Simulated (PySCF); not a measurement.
## Geometry relaxation, with input and output: RuH2O (part 2 of 2)

Continued. System: RuH2O, multiplicity 3. Method: UHF/def2-svp, optimize (PySCF 2.14.0). 

Geometry of the input (Å):
```
Ru 0.0899  0.1558  -0.1198
O  -0.6382  -1.1053  0.6737
H  1.4336  0.3769  0.6576
H  -0.3903  1.4300  0.6576
```

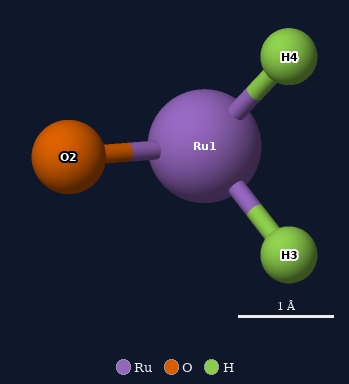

Figure 1. The structure as given in the input (ball-and-stick view, seen on its broad side; atoms are numbered from 1 in the order of the input). Sticks mark near contacts.

The program's output, continued:
```
cycle= 8 E= -169.937028867998  delta_E= -1.4e-05  |g|= 0.00117  |ddm|= 0.00677
  alpha nocc = 14  HOMO = -0.41687160465825  LUMO = 0.358123299026231
  beta  nocc = 12  HOMO = -0.442276762140961  LUMO = 0.314824323963218
  HOMO = -0.416871604658  LUMO = 0.314824323963  gap/eV = 19.91046
cycle= 9 E= -169.937039401619  delta_E= -1.05e-05  |g|= 0.000956  |ddm|= 0.00672
  alpha nocc = 14  HOMO = -0.416746781914008  LUMO = 0.358127943237366
  beta  nocc = 12  HOMO = -0.442290075964495  LUMO = 0.314870992484344
  HOMO = -0.416746781914  LUMO = 0.314870992484  gap/eV = 19.90833
cycle= 10 E= -169.937045546395  delta_E= -6.14e-06  |g|= 0.000748  |ddm|= 0.00511
  alpha nocc = 14  HOMO = -0.416660237005446  LUMO = 0.358107723433379
  beta  nocc = 12  HOMO = -0.442414243142254  LUMO = 0.31495375650522
  HOMO = -0.416660237005  LUMO = 0.314953756505  gap/eV = 19.90823
cycle= 11 E= -169.93705025553  delta_E= -4.71e-06  |g|= 0.000628  |ddm|= 0.0055
  alpha nocc = 14  HOMO = -0.416620183794121  LUMO = 0.358114337645534
  beta  nocc = 12  HOMO = -0.442418659483417  LUMO = 0.314976650213279
  HOMO = -0.416620183794  LUMO = 0.314976650213  gap/eV = 19.90776
cycle= 12 E= -169.93705245722  delta_E= -2.2e-06  |g|= 0.000447  |ddm|= 0.00349
  alpha nocc = 14  HOMO = -0.416563026056163  LUMO = 0.35811525985731
  beta  nocc = 12  HOMO = -0.44249410721535  LUMO = 0.315032328995546
  HOMO = -0.416563026056  LUMO = 0.315032328996  gap/eV = 19.90772
cycle= 13 E= -169.937054099508  delta_E= -1.64e-06  |g|= 0.000407  |ddm|= 0.00409
  alpha nocc = 14  HOMO = -0.416547909465122  LUMO = 0.358124740237543
  beta  nocc = 12  HOMO = -0.442483218691468  LUMO = 0.315050551611185
  HOMO = -0.416547909465  LUMO = 0.315050551611  gap/eV = 19.90781
cycle= 14 E= -169.937054653708  delta_E= -5.54e-07  |g|= 0.000257  |ddm|= 0.00211
  alpha nocc = 14  HOMO = -0.416541861834001  LUMO = 0.358127559049356
  beta  nocc = 12  HOMO = -0.442499009034563  LUMO = 0.315066149271112
  HOMO = -0.416541861834  LUMO = 0.315066149271  gap/eV = 19.90807
cycle= 15 E= -169.937054902365  delta_E= -2.49e-07  |g|= 0.000169  |ddm|= 0.00163
  alpha nocc = 14  HOMO = -0.416533804495049  LUMO = 0.358134740867442
  beta  nocc = 12  HOMO = -0.442490689755019  LUMO = 0.315073352193331
  HOMO = -0.416533804495  LUMO = 0.315073352193  gap/eV = 19.90804
cycle= 16 E= -169.937054972  delta_E= -6.96e-08  |g|= 9.9e-05  |ddm|= 0.000796
  alpha nocc = 14  HOMO = -0.416541112362407  LUMO = 0.35813372170405
  beta  nocc = 12  HOMO = -0.442501234622592  LUMO = 0.315075194075029
  HOMO = -0.416541112362  LUMO = 0.315075194075  gap/eV = 19.90829
cycle= 17 E= -169.937054993742  delta_E= -2.17e-08  |g|= 6.17e-05  |ddm|= 0.000395
  alpha nocc = 14  HOMO = -0.416538291557417  LUMO = 0.358135518225934
  beta  nocc = 12  HOMO = -0.442499932131848  LUMO = 0.315077875093255
  HOMO = -0.416538291557  LUMO = 0.315077875093  gap/eV = 19.90829
cycle= 18 E= -169.937055001818  delta_E= -8.08e-09  |g|= 4.42e-05  |ddm|= 0.000184
  alpha nocc = 14  HOMO = -0.416542812679112  LUMO = 0.358133197480082
  beta  nocc = 12  HOMO = -0.44250825208199  LUMO = 0.315077962543366
  HOMO = -0.416542812679  LUMO = 0.315077962543  gap/eV = 19.90842
cycle= 19 E= -169.937055008055  delta_E= -6.24e-09  |g|= 3.14e-05  |ddm|= 0.000135
  alpha nocc = 14  HOMO = -0.416542785185351  LUMO = 0.358132618784421
  beta  nocc = 12  HOMO = -0.442508146220701  LUMO = 0.315078601641767
  HOMO = -0.416542785185  LUMO = 0.315078601642  gap/eV = 19.90843
cycle= 20 E= -169.937055011622  delta_E= -3.57e-09  |g|= 2.44e-05  |ddm|= 0.000101
  alpha nocc = 14  HOMO = -0.416543353593296  LUMO = 0.358131394214723
  beta  nocc = 12  HOMO = -0.442510458666405  LUMO = 0.31507808621954
  HOMO = -0.416543353593  LUMO = 0.31507808622  gap/eV = 19.90843
cycle= 21 E= -169.93705501384  delta_E= -2.22e-09  |g|= 1.96e-05  |ddm|= 0.000107
  alpha nocc = 14  HOMO = -0.416543051872908  LUMO = 0.358131116176076
  beta  nocc = 12  HOMO = -0.442510641527496  LUMO = 0.315078948302359
  HOMO = -0.416543051873  LUMO = 0.315078948302  gap/eV = 19.90845
cycle= 22 E= -169.937055015062  delta_E= -1.22e-09  |g|= 1.64e-05  |ddm|= 6.07e-05
  alpha nocc = 14  HOMO = -0.416543917110692  LUMO = 0.358129803918337
  beta  nocc = 12  HOMO = -0.442513840441212  LUMO = 0.315078550544383
  HOMO = -0.416543917111
[...]
|ddm|= 0.000609
  alpha nocc = 14  HOMO = -0.416393737710643  LUMO = 0.357776424047953
  beta  nocc = 12  HOMO = -0.443813356483975  LUMO = 0.315908096196881
  HOMO = -0.416393737711  LUMO = 0.315908096197  gap/eV = 19.92695
cycle= 11 E= -169.937293912578  delta_E= -2.27e-08  |g|= 4.54e-05  |ddm|= 0.00038
  alpha nocc = 14  HOMO = -0.416388149105173  LUMO = 0.357780189154915
  beta  nocc = 12  HOMO = -0.443811569481486  LUMO = 0.315912377046738
  HOMO = -0.416388149105  LUMO = 0.315912377047  gap/eV = 19.92691
cycle= 12 E= -169.937293928495  delta_E= -1.59e-08  |g|= 3.32e-05  |ddm|= 0.000373
  alpha nocc = 14  HOMO = -0.416386806565931  LUMO = 0.357780468062618
  beta  nocc = 12  HOMO = -0.443813063253748  LUMO = 0.315913372742422
  HOMO = -0.416386806566  LUMO = 0.315913372742  gap/eV = 19.92690
cycle= 13 E= -169.937293934981  delta_E= -6.49e-09  |g|= 2.38e-05  |ddm|= 0.000208
  alpha nocc = 14  HOMO = -0.416383644231438  LUMO = 0.357782004668539
  beta  nocc = 12  HOMO = -0.443814201093102  LUMO = 0.31591624014469
  HOMO = -0.416383644231  LUMO = 0.315916240145  gap/eV = 19.92689
cycle= 14 E= -169.937293940085  delta_E= -5.1e-09  |g|= 1.98e-05  |ddm|= 0.000249
  alpha nocc = 14  HOMO = -0.41638164266703  LUMO = 0.35778256693683
  beta  nocc = 12  HOMO = -0.443814162134072  LUMO = 0.315917039103944
  HOMO = -0.416381642667  LUMO = 0.315917039104  gap/eV = 19.92686
cycle= 15 E= -169.937293941788  delta_E= -1.7e-09  |g|= 1.3e-05  |ddm|= 0.000121
  alpha nocc = 14  HOMO = -0.416380389390977  LUMO = 0.357783029127965
  beta  nocc = 12  HOMO = -0.443815129106102  LUMO = 0.315917936826076
  HOMO = -0.416380389391  LUMO = 0.315917936826  gap/eV = 19.92685
cycle= 16 E= -169.937293942668  delta_E= -8.79e-10  |g|= 9.7e-06  |ddm|= 9.59e-05
  alpha nocc = 14  HOMO = -0.416380376118807  LUMO = 0.0577829581347195
  beta  nocc = 12  HOMO = -0.443814568231922  LUMO = 0.0159176536204714
  HOMO = -0.416380376119  LUMO = 0.0159176536205  gap/eV = 11.76343
Extra cycle  E= -169.937293942856  delta_E= -1.88e-10  |g|= 6.32e-06  |ddm|= 1.73e-05
converged SCF energy = -169.937293942856  <S^2> = 2.1125365  2S+1 = 3.074109

******** <class 'pyscf.grad.rhf.Gradients_Scanner'> for <class 'pyscf.scf.hf.UHF_Scanner'> ********
unit = Eh/Bohr
--------------- UHF_Scanner gradients ---------------
         x                y                z
0 Ru     0.0000914638     0.0001588953    -0.0000231080
1 O     0.0000474616     0.0000821332     0.0000628191
2 H     0.0000583825    -0.0001942574    -0.0000197892
3 H    -0.0001973079    -0.0000467710    -0.0000199218
----------------------------------------------
cycle 4: E = -169.937293943  dE = -6.89398e-06  norm(grad) = 0.000360753
Step    3 : Displace = 3.446e-03/4.121e-03 (rms/max) Trust = 2.000e-01 (+) Grad = 1.804e-04/2.038e-04 (rms/max) E (change) = -169.9372939429 (-6.894e-06) Quality = 1.480
Hessian Eigenvalues: 5.00000e-02 5.00000e-02 5.00000e-02 ... 1.53230e-01 1.60000e-01 5.47359e-01

Geometry optimization cycle 5
Cartesian coordinates (Angstrom)
 Atom        New coordinates             dX        dY        dZ
  Ru   0.081415   0.141039  -0.061715   -0.000995 -0.001726  0.000508
   O  -0.655847  -1.135848   0.646589   -0.001319 -0.002283 -0.000835
   H   1.492296   0.373202   0.642102   -0.001626  0.003612  0.000163
   H  -0.422863   1.479007   0.642125    0.003940  0.000398  0.000163
New geometry
   1 Ru     0.081414991942   0.141038945617  -0.061715074302 AA    0.153852037204   0.266524980114  -0.116624588188 Bohr
   2 O     -0.655847211323  -1.135848185604   0.646588537895 AA   -1.239371608960  -2.146441989876   1.221875251904 Bohr
   3 H      1.492295664109   0.373201960282   0.642101921594 AA    2.820030102041   0.705249494084   1.213396775870 Bohr
   4 H     -0.422863444727   1.479007279708   0.642124614814 AA   -0.799096098625   2.794918694886   1.213439659840 Bohr

******** <class 'pyscf.scf.hf.UHF_Scanner'> ********
method = UHF_Scanner
initial guess = minao
damping factor = 0
level_shift factor = 0.3
DIIS = <class 'pyscf.scf.diis.CDIIS'>
diis_start_cycle = 1
diis_space = 8
diis_damp = 0
SCF conv_tol = 1e-09
SCF conv_tol_grad = None
SCF max_cycles = 50
direct_scf = True
direct_scf_tol = 1e-13
number electrons alpha = 14  beta = 12
Set gradient conv threshold to 3.16228e-05
init E= -169.937300150438
  alpha nocc = 14  HOMO = -0.416020508713059  LUMO = 0.357748421691899
  beta  nocc = 12  HOMO = -0.444231097198007  LUMO = 0.315831940485397
  HOMO = -0.416020508713  LUMO = 0.315831940485  gap/eV = 19.91472
cycle= 1 E= -169.937294356417  delta_E= 5.79e-06  |g|= 0.000719  |ddm|= 0.00267
  alpha nocc = 14  HOMO = -0.416182545915009  LUMO = 0.357772432866669
  beta  nocc = 12  HOMO = -0.444019771724948  LUMO = 0.315846403732436
  HOMO = -0.416182545915  LUMO = 0.315846403732  gap/eV = 19.91952
cycle= 2 E= -169.937295061649  delta_E= -7.05e-07  |g|= 0.000448  |ddm|= 0.00091
  alpha nocc = 14  HOMO = -0.416209907458468  LUMO = 0.357795273122483
  beta  nocc = 12  HOMO = -0.444022877974134  LUMO = 0.315850652333382
  HOMO = -0.416209907458  LUMO = 0.315850652333  gap/eV = 19.92038
cycle= 3 E= -169.937295470644  delta_E= -4.09e-07  |g|= 0.000322  |ddm|= 0.000812
  alpha nocc = 14  HOMO = -0.416214790222396  LUMO = 0.357801779492074
  beta  nocc = 12  HOMO = -0.44406533704908  LUMO = 0.315840722843715
  HOMO = -0.416214790222  LUMO = 0.315840722844  gap/eV = 19.92025
cycle= 4 E= -169.937295676517  delta_E= -2.06e-07  |g|= 0.000199  |ddm|= 0.000581
  alpha nocc = 14  HOMO = -0.41621155102276  LUMO = 0.357821012725925
  beta  nocc = 12  HOMO = -0.444057867975615  LUMO = 0.315853731323253
  HOMO = -0.416211551023  LUMO = 0.315853731323  gap/eV = 19.92051
cycle= 5 E= -169.937295811647  delta_E= -1.35e-07  |g|= 0.000139  |ddm|= 0.000544
  alpha nocc = 14  HOMO = -0.416227142463373  LUMO = 0.357816518683056
  beta  nocc = 12  HOMO = -0.444085482694751  LUMO = 0.315849805932753
  HOMO = -0.416227142463  LUMO = 0.315849805933  gap/eV = 19.92083
cycle= 6 E= -169.937295888993  delta_E= -7.73e-08  |g|= 0.000109  |ddm|= 0.000406
  alpha nocc = 14  HOMO = -0.416221075500199  LUMO = 0.357820223761741
  beta  nocc = 12  HOMO = -0.444087280166549  LUMO = 0.315856277101349
  HOMO = -0.4162210755  LUMO = 0.315856277101  gap/eV = 19.92084
cycle= 7 E= -169.937295952546  delta_E= -6.36e-08  |g|= 8.89e-05  |ddm|= 0.0004
  alpha nocc = 14  HOMO = -0.416221810365394  LUMO = 0.357816902620448
  beta  nocc = 12  HOMO = -0.444105067346975  LUMO = 0.315856919370703
  HOMO = -0.416221810365  LUMO = 0.315856919371  gap/eV = 19.92088
cycle= 8 E= -169.93729601365  delta_E= -6.11e-08  |g|= 7.24e-05  |ddm|= 0.000484
  alpha nocc = 14  HOMO = -0.416219097577833  LUMO = 0.357816929293298
  beta  nocc = 12  HOMO = -0.444108176996555  LUMO = 0.315857427860112
  HOMO = -0.416219097578  LUMO = 0.31585742786  gap/eV = 19.92082
cycle= 9 E= -169.937296047048  delta_E= -3.34e-08  |g|= 6.03e-05  |ddm|= 0.000331
  alpha nocc = 14  HOMO = -0.416217685854867  LUMO = 0.357817617617612
  beta  nocc = 12  HOMO = -0.444120719755533  LUMO = 0.315860322811967
  HOMO = -0.416217685855  LUMO = 0.315860322812  gap/eV = 19.92086
cycle= 10 E= -169.937296085473  delta_E= -3.84e-08  |g|= 5.31e-05  |ddm|= 0.000516
  alpha nocc = 14  HOMO = -0.416213742413526  LUMO = 0.357819792876092
  beta  nocc = 12  HOMO = -0.444119337534829  LUMO = 0.315861964083959
  HOMO = -0.416213742414  LUMO = 0.315861964084  gap/eV = 19.92079
cycle= 11 E= -169.937296102748  delta_E= -1.73e-08  |g|= 4e-05  |ddm|= 0.000305
  alpha nocc = 14  HOMO = -0.416212574581703  LUMO = 0.357820901781335
  beta  nocc = 12  HOMO = -0.444123960981974  LUMO = 0.315865211065972
  HOMO = -0.416212574582  LUMO = 0.315865211066  gap/eV = 19.92085
cycle= 12 E= -169.937296117324  delta_E= -1.46e-08  |g|= 3.21e-05  |ddm|= 0.000363
  alpha nocc = 14  HOMO = -0.416209422408986  LUMO = 0.357822031190109
  beta  nocc = 12  HOMO = -0.444123855347835  LUMO = 0.315866911417591
  HOMO = -0.416209422409  LUMO = 0.315866911418  gap/eV = 19.92081
cycle= 13 E= -169.937296123729  delta_E= -6.4e-09  |g|= 2.38e-05  |ddm|= 0.000223
  alpha nocc = 14  HOMO = -0.416207265442884  LUMO = 0.357823313272191
  beta  nocc = 12  HOMO = -0.444123237267895  LUMO = 0.315869088975475
  HOMO = -0.416207265443  LUMO = 0.315869088975  gap/eV = 19.92081
cycle= 14 E= -169.93729612742  delta_E= -3.69e-09  |g|= 1.76e-05  |ddm|= 0.000181
  alpha nocc = 14  HOMO = -0.416204760344989  LUMO = 0.357823776461957
  beta  nocc = 12  HOMO = -0.44412484803819  LUMO = 0.315870355608339
  HOMO = -0.416204760345  LUMO = 0.315870355608  gap/eV = 19.92078
cycle= 15 E= -169.937296129433  delta_E= -2.01e-09  |g|= 1.38e-05  |ddm|= 0.000154
  alpha nocc = 14  HOMO = -0.416204227220734  LUMO = 0.357823999962019
  beta  nocc = 12  HOMO = -0.444124868422378  LUMO = 0.315870842315733
  HOMO = -0.416204227221  LUMO = 0.315870842316  gap/eV = 19.92078
cycle= 16 E= -169.937296130072  delta_E= -6.39e-10  |g|= 9.33e-06  |ddm|= 6.59e-05
  alpha nocc = 14  HOMO = -0.416204208357485  LUMO = 0.0578241612852363
  beta  nocc = 12  HOMO = -0.444124379248352  LUMO = 0.0158706796878448
  HOMO = -0.416204208357  LUMO = 0.0158706796878  gap/eV = 11.75736
Extra cycle  E= -169.937296130259  delta_E= -1.87e-10  |g|= 6.47e-06  |ddm|= 1.72e-05
converged SCF energy = -169.937296130259  <S^2> = 2.1126532  2S+1 = 3.0741849

******** <class 'pyscf.grad.rhf.Gradients_Scanner'> for <class 'pyscf.scf.hf.UHF_Scanner'> ********
unit = Eh/Bohr
--------------- UHF_Scanner gradients ---------------
         x                y                z
0 Ru     0.0000020946     0.0000029687    -0.0000059576
1 O    -0.0000013871    -0.0000023215     0.0000032973
2 H     0.0000011452    -0.0000012947     0.0000012276
3 H    -0.0000018527     0.0000006475     0.0000014327
----------------------------------------------
cycle 5: E = -169.93729613  dE = -2.1874e-06  norm(grad) = 8.79079e-06
Step    4 : Displace = 3.290e-03/3.967e-03 (rms/max) Trust = 2.828e-01 (+) Grad = 4.395e-06/6.978e-06 (rms/max) E (change) = -169.9372961303 (-2.187e-06) Quality = 1.016
Hessian Eigenvalues: 5.00000e-02 5.00000e-02 5.00000e-02 ... 1.53272e-01 1.60000e-01 5.47456e-01

Geometry optimization cycle 6
Cartesian coordinates (Angstrom)
 Atom        New coordinates             dX        dY        dZ
  Ru   0.081405   0.141024  -0.061688   -0.000010 -0.000015  0.000027
   O  -0.655862  -1.135875   0.646574   -0.000015 -0.000027 -0.000015
   H   1.492293   0.373231   0.642096   -0.000002  0.000029 -0.000006
   H  -0.422836   1.479020   0.642118    0.000027  0.000012 -0.000007
New geometry
   1 Ru     0.081405422334   0.141023655852  -0.061687600841 AA    0.153833953265   0.266496086646  -0.116572670871 Bohr
   2 O     -0.655862401803  -1.135874825928   0.646573807370 AA   -1.239400314808  -2.146492332792   1.221847415247 Bohr
   3 H      1.492293439804   0.373231447766   0.642095742067 AA    2.820025898715   0.705305217353   1.213385098256 Bohr
   4 H     -0.422836460335   1.479019722314   0.642118051402 AA   -0.799045105513   2.794942208004   1.213427256790 Bohr

******** <class 'pyscf.scf.hf.UHF_Scanner'> ********
method = UHF_Scanner
initial guess = minao
damping factor = 0
level_shift factor = 0.3
DIIS = <class 'pyscf.scf.diis.CDIIS'>
diis_start_cycle = 1
diis_space = 8
diis_damp = 0
SCF conv_tol = 1e-09
SCF conv_tol_grad = None
SCF max_cycles = 50
direct_scf = True
direct_scf_tol = 1e-13
number electrons alpha = 14  beta = 12
Set gradient conv threshold to 3.16228e-05
init E= -169.937301854001
  alpha nocc = 14  HOMO = -0.416198040158899  LUMO = 0.35782547593652
  beta  nocc = 12  HOMO = -0.444122587895577  LUMO = 0.315871677271429
  HOMO = -0.416198040159  LUMO = 0.315871677271  gap/eV = 19.92063
cycle= 1 E= -169.937296130125  delta_E= 5.72e-06  |g|= 1.5e-05  |ddm|= 4.29e-05
  alpha nocc = 14  HOMO = -0.416201840587525  LUMO = 0.357824740156832
  beta  nocc = 12  HOMO = -0.444125267694256  LUMO = 0.315871034048218
  HOMO = -0.416201840588  LUMO = 0.315871034048  gap/eV = 19.92072
cycle= 2 E= -169.937296130451  delta_E= -3.26e-10  |g|= 1.02e-05  |ddm|= 1.83e-05
  alpha nocc = 14  HOMO = -0.416201944985226  LUMO = 0.0578249052804872
  beta  nocc = 12  HOMO = -0.444125731249265  LUMO = 0.01587111925667
  HOMO = -0.416201944985  LUMO = 0.0158711192567  gap/eV = 11.75731
Extra cycle  E= -169.937296130706  delta_E= -2.54e-10  |g|= 7.55e-06  |ddm|= 1.98e-05
converged SCF energy = -169.937296130706  <S^2> = 2.1126511  2S+1 = 3.0741836

******** <class 'pyscf.grad.rhf.Gradients_Scanner'> for <class 'pyscf.scf.hf.UHF_Scanner'> ********
unit = Eh/Bohr
--------------- UHF_Scanner gradients ---------------
         x                y                z
0 Ru    -0.0000007012    -0.0000012145     0.0000064152
1 O     0.0000001515     0.0000002624    -0.0000048662
2 H    -0.0000001801     0.0000007388    -0.0000007745
3 H     0.0000007298     0.0000002134    -0.0000007745
----------------------------------------------
cycle 6: E = -169.937296131  dE = -4.46761e-10  norm(grad) = 8.32163e-06
```

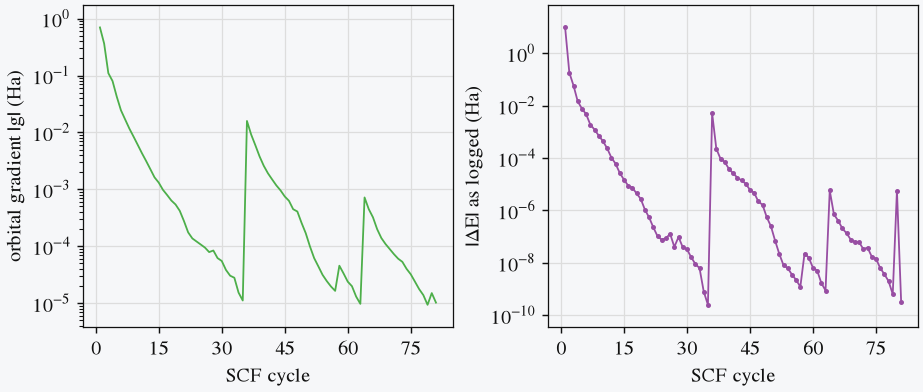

Figure 2. Convergence of the self-consistent field: orbital gradient |g| and size of the energy change against the SCF cycle. All cycles printed in the log are drawn one after another.

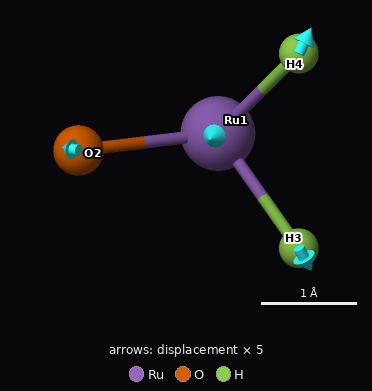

Figure 3. The starting structure with the displacements as teal arrows, magnified 5 times (ball-and-stick view, seen at a tilt). The two geometries are laid on each other by the best rigid fit. The largest moves after the best rigid fit, 0.061 Å, are those of Ru1, H3 and H4. Largest moves by element: H 0.061 Å, Ru 0.061 Å, O 0.045 Å. Among the contacts that change: Ru1–H3 1.568 → 1.594 Å, Ru1–O2 1.658 → 1.636 Å. Among the angles that change: O2–Ru1–H3 104.3° → 108.8°, H3–Ru1–H4 84.4° → 87.9°. (Atoms are counted from 1 in the order of the input.)

```
Step    5 : Displace = 3.192e-05/3.451e-05 (rms/max) Trust = 3.000e-01 (+) Grad = 4.161e-06/6.567e-06 (rms/max) E (change) = -169.9372961307 (-4.468e-10) Quality = 1.606
Hessian Eigenvalues: 5.00000e-02 5.00000e-02 5.00000e-02 ... 1.53272e-01 1.60000e-01 5.47456e-01
Converged! =D

    #| If this code has benefited your research, please support us by citing: |#
    #| Wang, L.-P.; Song, C.C. (2016) "Geometry optimization made simple with |#
    #| translation and rotation coordinates", J. Chem, Phys. 144, 214108.     |#
    #|                                     |#
optimised geometry (angstrom)
Ru          0.08140542        0.14102366       -0.06168760
O          -0.65586240       -1.13587483        0.64657381
H           1.49229344        0.37323145        0.64209574
H          -0.42283646        1.47901972        0.64211805
orbital energies (hartree): [array([-0.4669, -0.4364, -0.4194,  0.0179,  0.0415,  0.0484]), array([-0.4422, -0.442 , -0.439 ,  0.0129,  0.0481,  0.0558])]
```

Results in brief:

| quantity | value |
| --- | --- |
| outcome | converged |
| SCF energy at the first geometry | −169.936071 hartree |
| ⟨S²⟩ | 2.111 |
| wall time | 18 s |
